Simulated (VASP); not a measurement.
Band structure of MoSe2 (2H layered). Computed with PBEsol GGA with spin-orbit coupling, VASP's PBE PAW potentials (set 64) (plane waves; VASP).

The path is coarsely sampled, so an indirect gap can come out somewhat too large. Without a dispersion term in the relaxation, distances and binding between the weakly bound layers, chains or molecules are unreliable, and so is what depends on them.

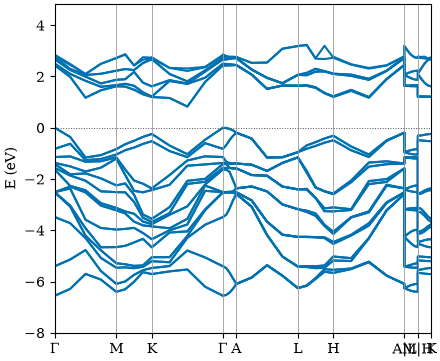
*Bands along high-symmetry lines, zero at the valence-band maximum or, without a gap, the Fermi level*

**Question.** Read the plot: is there a gap, and where are the band edges?

**Answer.** The gap is indirect, 0.83 eV, from the valence maximum at Γ to the conduction minimum at K-Γ at 0.50.

The compound is MoSe2 in the 2H layered structure. It was relaxed first.
